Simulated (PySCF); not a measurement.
Hydronium, SMILES [OH3+] (H3O (cation, charge +1)) at its PBE0/def2-SVP optimised geometry (Å):

```
4

O     -0.3024    -0.1708     0.0000
H      0.6793    -0.1708     0.0000
H     -0.6793     0.7356     0.0000
H     -0.6792    -0.7356     0.7090
```

Computed with PBE0/def2-TZVP run with PySCF 2.14.0. Cells within 0.4 Å of a nucleus heavier than hydrogen are left out (blank, or x).

Map of the electrostatic potential (hartree/e), clipped to [0.12, 0.53] on the plane z = 0.0 Å:

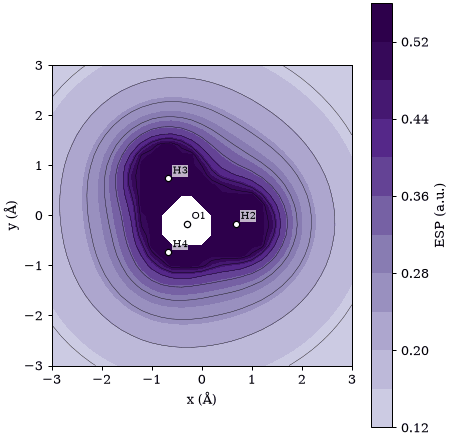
Figure: Electrostatic potential (hartree/e), clipped to [0.12, 0.53] on the plane z = 0.0 Å.
